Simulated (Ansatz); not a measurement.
**Geometry relaxation of CH$_{9}$FOSi$_{2}$ (part 2 of 3)**

Continued. System: CH$_{9}$FOSi$_{2}$. Method: RKS B3LYP/def2-SVP (Ansatz 0.2.0). It belongs to a series of runs on one base structure; here: end point B relaxed.

Geometry of the input (Å):
```
Si 0.0353  1.6414  0.5476
C  1.1896  -1.2917  1.0213
O  -0.8807  0.6551  -0.3826
Si -1.3799  -0.2092  -1.7131
H  1.4613  1.6275  0.1463
H  -0.5344  3.0129  0.5056
H  1.1857  -0.5969  1.8536
F  -0.0601  1.1718  2.1299
H  0.1603  -1.6350  0.8334
H  1.5937  -0.8174  0.1154
H  1.8212  -2.1649  1.2684
H  -0.2538  -0.3429  -2.6818
H  -2.5088  0.5081  -2.3671
H  -1.8295  -1.5584  -1.2769
```

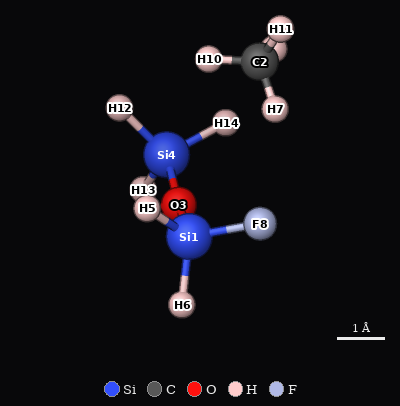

The geometry at step 11 of the log (ball-and-stick view, seen at a tilt; atoms are numbered from 1 in the order of the input).

**Trajectory as extended XYZ, continued**
```
14
Properties=species:S:1:pos:R:3:forces:R:3 step=3 energy=-21698.28146
Si   -0.0673    1.8605    0.4995    0.0954   0.1449  -0.7283
C     1.2978   -1.5555    1.0637   -0.0763   0.1903   0.2083
O    -0.9363    0.8144   -0.4097   -0.0849   0.0202  -0.1507
Si   -1.4050   -0.1187   -1.7019    0.0837  -0.0452   0.0944
H     1.3596    1.8411    0.0829   -0.0466   0.0809   0.0148
H    -0.6764    3.2117    0.4365    0.0240  -0.0036   0.0308
H     1.1831   -0.7830    1.8514    0.0255  -0.2867  -0.2419
F    -0.1340    1.3556    2.0179   -0.0220  -0.1513   0.7957
H     0.3097   -1.9873    0.8347    0.0969   0.0350   0.0280
H     1.7136   -1.0897    0.1570    0.0009  -0.0480   0.0273
H     1.9750   -2.3506    1.4111   -0.0232   0.0448  -0.0127
H    -0.2571   -0.2853   -2.6410   -0.0384   0.0165  -0.0259
H    -2.5405    0.5429   -2.4026    0.0059  -0.0124  -0.0124
H    -1.8223   -1.4559   -1.1994   -0.0410   0.0145  -0.0273
14
Properties=species:S:1:pos:R:3:forces:R:3 step=4 energy=-21698.29706
Si   -0.0747    1.8725    0.4909    0.0239   0.0257  -0.1538
C     1.3110   -1.5733    1.0723   -0.0118   0.0089  -0.0092
O    -0.9440    0.8216   -0.4145   -0.0167   0.0135  -0.0796
Si   -1.4091   -0.1179   -1.7042    0.0218  -0.0024   0.0438
H     1.3522    1.8634    0.0809   -0.0201   0.0249   0.0050
H    -0.6788    3.2247    0.4231   -0.0064   0.0012   0.0089
H     1.1944   -0.8207    1.8635   -0.0031  -0.0050   0.0075
F    -0.1446    1.3894    2.0342    0.0086  -0.0309   0.1795
H     0.3248   -1.9966    0.8335    0.0140  -0.0164  -0.0045
H     1.7341   -1.0992    0.1743    0.0053  -0.0243   0.0091
H     1.9826   -2.3741    1.4119    0.0064  -0.0033   0.0042
H    -0.2677   -0.2793   -2.6511   -0.0120   0.0002  -0.0005
H    -2.5436    0.5435   -2.4063   -0.0030  -0.0040  -0.0092
H    -1.8368   -1.4539   -1.2083   -0.0068   0.0119  -0.0012
14
Properties=species:S:1:pos:R:3:forces:R:3 step=5 energy=-21698.30582
Si   -0.0737    1.9122    0.4868   -0.0607   0.0030  -0.0467
C     1.3156   -1.6060    1.0677   -0.0030  -0.0147   0.0075
O    -0.9117    0.8836   -0.4738    0.0427   0.0518   0.0243
Si   -1.4077   -0.1155   -1.7037    0.0031   0.0285  -0.0156
H     1.3538    1.9640    0.0881    0.0010  -0.0062  -0.0049
H    -0.7160    3.2476    0.4783   -0.0095   0.0082  -0.0196
H     1.1460   -0.8412    1.8371   -0.0081   0.0067   0.0018
F    -0.1378    1.3750    2.0177    0.0163  -0.0415   0.0238
H     0.3545   -2.0687    0.8020    0.0005  -0.0107  -0.0088
H     1.7588   -1.1411    0.1750    0.0063  -0.0065  -0.0020
H     1.9978   -2.3776    1.4513    0.0094  -0.0007   0.0035
H    -0.2828   -0.3461   -2.6551    0.0020  -0.0057   0.0093
H    -2.5369    0.5286   -2.4309    0.0014   0.0029   0.0047
H    -1.8600   -1.4146   -1.1404   -0.0015  -0.0151   0.0225
14
Properties=species:S:1:pos:R:3:forces:R:3 step=6 energy=-21698.30032 accepted=F
Si   -0.0728    1.9935    0.4787   -0.2053  -0.1360   0.0345
C     1.3210   -1.6716    1.0566   -0.1190  -0.1071   0.2551
O    -0.8476    1.0162   -0.5950    0.0773  -0.0010   0.0743
Si   -1.4046   -0.1055   -1.7001    0.1026   0.0790   0.1226
H     1.3539    2.1587    0.0926   -0.0804  -0.0291   0.0388
H    -0.7922    3.2947    0.5908    0.0701  -0.1538  -0.0512
H     1.0192   -0.8785    1.7729    0.1047  -0.2849  -0.2885
F    -0.1118    1.3234    1.9712    0.0191   0.0828  -0.3399
H     0.4228   -2.2339    0.7269    0.2685   0.1519   0.1249
H     1.8078   -1.2223    0.1774   -0.0133   0.0226   0.0348
H     2.0344   -2.3678    1.5443   -0.2353   0.1976  -0.1323
H    -0.3071   -0.4826   -2.6504   -0.1008   0.0420   0.1454
H    -2.5236    0.5030   -2.4771    0.0357  -0.0169   0.0445
H    -1.8994   -1.3273   -0.9887    0.0761   0.1530  -0.0631
14
Properties=species:S:1:pos:R:3:forces:R:3 step=7 energy=-21698.31121
Si   -0.0813    1.9486    0.4795    0.0116  -0.0483   0.0087
C     1.3198   -1.6413    1.0658   -0.0034  -0.0010   0.0098
O    -0.9017    0.9269   -0.4993   -0.0051   0.0325  -0.0175
Si   -1.4063   -0.1039   -1.6985    0.0063  -0.0040   0.0117
H     1.3436    2.0299    0.0742   -0.0077   0.0203  -0.0021
H    -0.7499    3.2712    0.5016   -0.0029  -0.0016   0.0053
H     1.0908   -0.8628    1.8061   -0.0053  -0.0059  -0.0043
F    -0.1199    1.3646    1.9962   -0.0017   0.0168  -0.0109
H     0.3906   -2.1573    0.7840    0.0090  -0.0063  -0.0061
H     1.7692   -1.1808    0.1738    0.0025  -0.0089  -0.0039
H     2.0257   -2.3681    1.4923   -0.0001   0.0040   0.0034
H    -0.2797   -0.3786   -2.6362   -0.0095  -0.0007   0.0049
H    -2.5266    0.5317   -2.4468    0.0065  -0.0025  -0.0001
H    -1.8743   -1.3799   -1.0926   -0.0001   0.0056   0.0013
14
Properties=species:S:1:pos:R:3:forces:R:3 step=8 energy=-21698.31450
Si   -0.0814    1.9769    0.4739   -0.0278   0.0397   0.0376
C     1.3234   -1.6726    1.0615   -0.0412  -0.0206   0.0847
O    -0.8912    0.9716   -0.5284   -0.0028  -0.0158  -0.0446
Si   -1.4076   -0.0956   -1.6910    0.0223  -0.0090   0.0050
H     1.3402    2.1046    0.0654   -0.0225  -0.0192   0.0096
H    -0.7751    3.2863    0.5328    0.0094  -0.0142   0.0014
H     1.0293   -0.8778    1.7669    0.0317  -0.1152  -0.0948
F    -0.1097    1.3572    1.9777    0.0246   0.0066  -0.0321
H     0.4294   -2.2426    0.7574    0.0932   0.0493   0.0426
H     1.7878   -1.2231    0.1711    0.0045  -0.0045   0.0080
H     2.0464   -2.3535    1.5413   -0.0863   0.0769  -0.0434
H    -0.2844   -0.4129   -2.6204   -0.0133  -0.0031   0.0211
H    -2.5169    0.5294   -2.4647    0.0009  -0.0076   0.0161
H    -1.8903   -1.3476   -1.0436    0.0072   0.0368  -0.0113
14
Properties=species:S:1:pos:R:3:forces:R:3 step=9 energy=-21698.31455
Si   -0.0899    2.0121    0.4671   -0.0144  -0.0721   0.2018
C     1.3304   -1.7048    1.0592   -0.0544  -0.0836   0.1345
O    -0.8830    1.0124   -0.5563   -0.0008  -0.0300  -0.0515
Si   -1.4048   -0.0879   -1.6896    0.0011   0.0033   0.0601
H     1.3310    2.1634    0.0605   -0.0485  -0.0040   0.0083
H    -0.8038    3.3111    0.5584    0.0250  -0.0575  -0.0172
H     0.9934   -0.9024    1.7390    0.0579  -0.1431  -0.1299
F    -0.1000    1.3626    1.9665    0.0061   0.0810  -0.2385
H     0.4607   -2.3092    0.7431    0.1495   0.0919   0.0664
H     1.8082   -1.2643    0.1713   -0.0018   0.0054   0.0118
H     2.0607   -2.3544    1.5763   -0.1518   0.1231  -0.0865
H    -0.2841   -0.4437   -2.6113   -0.0405   0.0192   0.0554
H    -2.5137    0.5231   -2.4765    0.0279  -0.0065   0.0107
H    -1.9050   -1.3180   -1.0078    0.0446   0.0730  -0.0255
14
Properties=species:S:1:pos:R:3:forces:R:3 step=10 energy=-21698.31679
Si   -0.0894    2.0024    0.4700    0.0183  -0.0519   0.0763
C     1.3285   -1.6989    1.0568   -0.0465  -0.0420   0.1076
O    -0.8907    0.9953   -0.5380   -0.0181   0.0130  -0.0440
Si   -1.4088   -0.0854   -1.6888    0.0392  -0.0224   0.0699
H     1.3290    2.1421    0.0541   -0.0279   0.0111   0.0031
H    -0.7971    3.3040    0.5470    0.0108  -0.0304   0.0066
H     0.9824   -0.8930    1.7240    0.0392  -0.0905  -0.0797
F    -0.0914    1.3633    1.9688   -0.0083   0.0490  -0.0982
H     0.4658   -2.3110    0.7447    0.0898   0.0574   0.0220
H     1.8107   -1.2635    0.1689   -0.0024  -0.0119   0.0057
H     2.0543   -2.3377    1.5880   -0.0784   0.0761  -0.0580
H    -0.2809   -0.4267   -2.6046   -0.0308   0.0142   0.0104
H    -2.5155    0.5336   -2.4711    0.0154  -0.0107   0.0053
H    -1.8969   -1.3245   -1.0197   -0.0004   0.0392  -0.0271
14
Properties=species:S:1:pos:R:3:forces:R:3 step=11 energy=-21698.32260
Si   -0.1050    2.0312    0.4545   -0.0184   0.0122  -0.0299
C     1.3419   -1.7367    1.0634   -0.0197   0.0137  -0.0018
O    -0.9468    1.1181   -0.6098    0.0007   0.0185   0.0021
Si   -1.4123   -0.0589   -1.6858    0.0109   0.0112   0.0211
H     1.3136    2.1505    0.0381    0.0031   0.0045   0.0022
H    -0.7738    3.3434    0.6071    0.0033   0.0116   0.0034
H     0.9643   -0.9188    1.6919    0.0019  -0.0050  -0.0018
F    -0.1243    1.3130    1.9130    0.0070  -0.0186   0.0246
H     0.5040   -2.3812    0.7604    0.0092  -0.0136   0.0032
H     1.8235   -1.3202    0.1665    0.0140  -0.0079  -0.0044
H     2.0761   -2.3310    1.6256   -0.0024  -0.0003   0.0008
H    -0.2671   -0.4123   -2.5720   -0.0043  -0.0045  -0.0113
H    -2.5343    0.4722   -2.5076    0.0071  -0.0147  -0.0047
H    -1.8598   -1.2693   -0.9451   -0.0125  -0.0072  -0.0034
14
Properties=species:S:1:pos:R:3:forces:R:3 step=12 energy=-21698.32425
Si   -0.1172    2.0610    0.4543    0.0471   0.0057   0.0005
C     1.3495   -1.7677    1.0554    0.0211   0.0026   0.0278
O    -0.9582    1.1448   -0.6079   -0.0256  -0.0011  -0.0217
Si   -1.4112   -0.0485   -1.6718   -0.0297  -0.0176  -0.0570
H     1.2987    2.1915    0.0314    0.0002   0.0018  -0.0083
H    -0.7858    3.3722    0.6174   -0.0211  -0.0078   0.0035
H     0.9300   -0.9259    1.6271    0.0279  -0.0590  -0.0401
F    -0.1179    1.3331    1.9091   -0.0108  -0.0066   0.0045
H     0.5401   -2.4487    0.7522    0.0154   0.0161   0.0104
H     1.8627   -1.3893    0.1575   -0.0151  -0.0116   0.0329
H     2.0723   -2.3178    1.6785   -0.0484   0.0441  -0.0315
H    -0.2674   -0.4109   -2.5563    0.0278  -0.0014   0.0317
H    -2.5251    0.4594   -2.5189   -0.0059   0.0254   0.0242
H    -1.8706   -1.2530   -0.9279    0.0171   0.0092   0.0230
14
Properties=species:S:1:pos:R:3:forces:R:3 step=13 energy=-21698.32451
Si   -0.1283    2.0916    0.4464    0.0053  -0.0181   0.0431
C     1.3591   -1.8066    1.0489    0.0596   0.0211   0.1281
O    -0.9720    1.1773   -0.6158   -0.0113   0.0246  -0.0260
Si   -1.4144   -0.0320   -1.6673    0.0090  -0.0358   0.0398
H     1.2819    2.2437    0.0097   -0.0130   0.0052  -0.0022
H    -0.8165    3.3902    0.6344    0.0034  -0.0141  -0.0035
H     0.8904   -0.9375    1.5479    0.1083  -0.2034  -0.1201
F    -0.1066    1.3454    1.8938    0.0044   0.0102  -0.0410
H     0.5826   -2.5294    0.7484    0.0579   0.0690   0.0506
H     1.9090   -1.4746    0.1516   -0.0499  -0.0162   0.1062
H     2.0662   -2.2981    1.7456   -0.1753   0.1248  -0.1609
H    -0.2520   -0.4129   -2.5210   -0.0208   0.0195  -0.0053
H    -2.5271    0.4670   -2.5217    0.0259   0.0001  -0.0034
H    -1.8722   -1.2240   -0.9008   -0.0035   0.0131  -0.0054
14
Properties=species:S:1:pos:R:3:forces:R:3 step=14 energy=-21698.32735
Si   -0.1280    2.0904    0.4469    0.0068  -0.0069   0.0008
C     1.3609   -1.8102    1.0504    0.0180   0.0207   0.0481
O    -0.9766    1.1797   -0.6144   -0.0098   0.0180  -0.0063
Si   -1.4164   -0.0311   -1.6648   -0.0009   0.0183  -0.0200
H     1.2777    2.2493   -0.0002   -0.0036   0.0077  -0.0022
H    -0.8192    3.3851    0.6457   -0.0013  -0.0045   0.0037
H     0.8812   -0.9362    1.5179    0.0414  -0.0714  -0.0299
F    -0.0925    1.3357    1.8883    0.0012  -0.0029  -0.0027
H     0.5928   -2.5431    0.7606    0.0222   0.0172   0.0100
H     1.9204   -1.4941    0.1561   -0.0185  -0.0168   0.0352
H     2.0570   -2.2755    1.7672   -0.0603   0.0412  -0.0586
H    -0.2580   -0.3989   -2.5283    0.0044  -0.0169   0.0174
H    -2.5225    0.4713   -2.5250   -0.0073  -0.0060   0.0099
H    -1.8768   -1.2224   -0.9003    0.0077   0.0022  -0.0055
14
Properties=species:S:1:pos:R:3:forces:R:3 step=15 energy=-21698.32935
Si   -0.1326    2.0993    0.4394   -0.0378  -0.0509  -0.0288
C     1.3614   -1.8184    1.0552    0.0076  -0.0062   0.0111
O    -0.9979    1.2171   -0.6364    0.0097   0.0013  -0.0113
Si   -1.4164   -0.0225   -1.6668    0.0196   0.0498   0.0520
H     1.2644    2.2798   -0.0247    0.0047   0.0035  -0.0082
H    -0.8276    3.3823    0.6872   -0.0058   0.0074   0.0054
H     0.8892   -0.9392    1.5156    0.0108  -0.0193  -0.0115
F    -0.0690    1.3017    1.8572   -0.0016   0.0095  -0.0085
H     0.5892   -2.5473    0.7692    0.0024   0.0040   0.0028
H     1.9252   -1.5144    0.1605   -0.0044  -0.0025   0.0077
H     2.0510   -2.2838    1.7748   -0.0097   0.0070  -0.0085
H    -0.2443   -0.4043   -2.5045    0.0049  -0.0015  -0.0042
H    -2.5205    0.4516   -2.5446    0.0029   0.0000  -0.0011
H    -1.8723   -1.2018   -0.8820   -0.0033  -0.0020   0.0032
14
Properties=species:S:1:pos:R:3:forces:R:3 step=16 energy=-21698.33142
Si   -0.1578    2.1436    0.4203   -0.0660  -0.0914   0.0328
C     1.3789   -1.8720    1.0652    0.0102  -0.0074  -0.0158
O    -1.0401    1.2920   -0.6703    0.0211  -0.0679  -0.0246
Si   -1.4161    0.0008   -1.6614    0.0147   0.1259   0.0724
H     1.2246    2.3609   -0.0741   -0.0119   0.0038   0.0066
H    -0.8668    3.4063    0.7369    0.0199  -0.0314  -0.0106
H     0.9128   -0.9748    1.4946   -0.0055   0.0068  -0.0081
F    -0.0459    1.2908    1.8070   -0.0036   0.0618  -0.1081
H     0.6021   -2.6004    0.7921   -0.0101  -0.0027   0.0033
H     1.9549   -1.6010    0.1677   -0.0024   0.0004   0.0111
H     2.0548   -2.3230    1.8052    0.0114  -0.0070   0.0098
H    -0.2219   -0.3956   -2.4619   -0.0015   0.0057   0.0143
H    -2.5075    0.4275   -2.5802    0.0198  -0.0095   0.0200
H    -1.8723   -1.1551   -0.8411    0.0039   0.0128  -0.0031
14
Properties=species:S:1:pos:R:3:forces:R:3 step=17 energy=-21698.33283
Si   -0.1726    2.1635    0.4126   -0.0200  -0.0634   0.0564
C     1.3909   -1.9026    1.0705    0.0073   0.0203  -0.0323
O    -1.0577    1.3182   -0.6793    0.0061  -0.0546  -0.0247
Si   -1.4184    0.0168   -1.6614    0.0092   0.0868   0.0710
H     1.2011    2.4059   -0.0959   -0.0183  -0.0018   0.0078
H    -0.8899    3.4149    0.7550    0.0144  -0.0421  -0.0055
H     0.9253   -0.9863    1.4580   -0.0064   0.0101   0.0066
F    -0.0301    1.2905    1.7844   -0.0138   0.0710  -0.1178
H     0.6119   -2.6345    0.8152   -0.0157  -0.0138  -0.0097
H     1.9811   -1.6677    0.1718   -0.0068  -0.0147   0.0152
H     2.0522   -2.3297    1.8366    0.0238  -0.0089   0.0220
H    -0.2131   -0.3824   -2.4431   -0.0057   0.0098  -0.0018
H    -2.5066    0.4265   -2.5915    0.0279  -0.0038   0.0135
H    -1.8741   -1.1330   -0.8328   -0.0020   0.0050  -0.0008
14
Properties=species:S:1:pos:R:3:forces:R:3 step=18 energy=-21698.33230 accepted=F
Si   -0.2036    2.2114    0.3926    0.0558  -0.0168   0.1828
C     1.4201   -1.9744    1.0870    0.0778   0.1650  -0.0154
O    -1.0944    1.3702   -0.6938   -0.0200  -0.0286  -0.0334
Si   -1.4259    0.0530   -1.6598    0.0007   0.0059  -0.0159
H     1.1470    2.5157   -0.1507   -0.0660  -0.0026   0.0234
H    -0.9576    3.4235    0.7989    0.0496  -0.0596  -0.0185
H     0.9608   -1.0093    1.3733    0.1000  -0.2207  -0.0568
F     0.0142    1.2983    1.7304   -0.0192   0.1034  -0.1602
H     0.6337   -2.7130    0.8734   -0.0069   0.0202   0.0003
H     2.0468   -1.8379    0.1851   -0.1098  -0.0288   0.1971
H     2.0458   -2.3436    1.9181   -0.0627   0.0651  -0.1189
H    -0.2038   -0.3441   -2.4167   -0.0057   0.0021   0.0008
H    -2.4995    0.4388   -2.6157    0.0125  -0.0026   0.0130
H    -1.8837   -1.0885   -0.8220   -0.0060  -0.0022   0.0016
```
